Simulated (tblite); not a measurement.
## Frequency calculation of BSi$_{2}$H$_{5}$Cl$_{2}$F (charge −1)

The run: frequency calculation of BSi$_{2}$H$_{5}$Cl$_{2}$F, charge −1, SMILES F[B-](Cl)(Cl)[SiH2][SiH3]. Method and program: GFN2-xTB harmonic vibrations, gas phase (tblite 0.8.0).

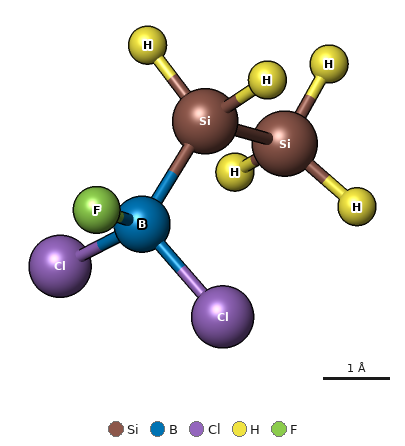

*The input geometry (ball-and-stick view, seen at a tilt).*

Bond lengths as drawn: B–Cl 1.90 Å, B–F 1.38 Å, B–Si 1.99 Å, H–Si 1.47 to 1.49 Å and Si–Si 2.30 Å.

Summary

```tsv
quantity	value
outcome	converged
total energy	−583.0844 eV
zero-point energy	29.7310 kcal/mol
hardware	1 CPU thread, shared host
peak memory	0.43 GiB
```

Input file
```
{"job": {"kind": "ir", "xc": "GFN2-xTB", "basis": "xTB"}, "charge": -1, "multiplicity": 1}
Si    -1.534398    -0.248941     0.113067
Si     0.447248     0.826141    -0.363801
B      2.121815    -0.180075     0.003541
Cl     2.105233    -1.828148    -0.949753
Cl     2.210601    -0.616016     1.854462
H     -2.729233     0.566603    -0.178881
H     -1.800207    -1.480975    -0.639213
H     -1.745064    -0.630750     1.514570
H      0.314436     1.284193    -1.771026
H      0.364676     2.131738     0.340464
F      3.295814     0.468959    -0.321193
```

The first line tells a small driver script what to run in tblite; the rest is the geometry in Å.

Launch command:
```bash
OMP_NUM_THREADS=1 python <driver script> task.json out
```

Output
```
mode    cm-1     km/mol
  1      25.5      0.03
  2      31.7      0.02
  3      63.0      0.53
  4     112.3      0.01
  5     174.4      2.71
  6     239.2      0.37
  7     276.1      3.00
  8     284.9     27.29
  9     355.6     54.98
 10     384.4      4.61
 11     428.9      4.78
 12     429.2     11.09
 13     492.5      0.24
 14     507.9     42.36
 15     619.9     10.43
 16     663.2    571.93
 17     705.3     43.19
 18     810.0    448.59
 19     850.7    121.09
 20     860.7    345.65
 21     864.8    128.71
 22     985.0    171.11
 23    2038.0    539.85
 24    2058.8    280.11
 25    2127.2    497.17
 26    2196.7    430.44
 27    2210.9    153.94
ZPE 124.393  H(298)-E 154.421  G(298)-E 29.558 kJ/mol  S 418.79 J/(mol K)
```

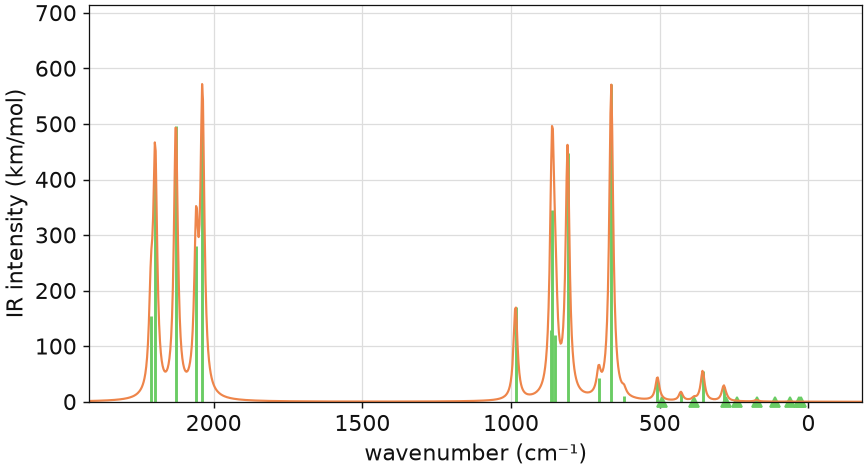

*Harmonic infrared spectrum, unscaled: sticks (degenerate modes added up, dark ones marked on the axis) with a Lorentzian envelope of 16 cm⁻¹ full width, scaled to the tallest stick.*

27 modes from 26 to 2211 cm⁻¹, none imaginary. The strongest line is at 663 cm⁻¹ (572 km/mol).
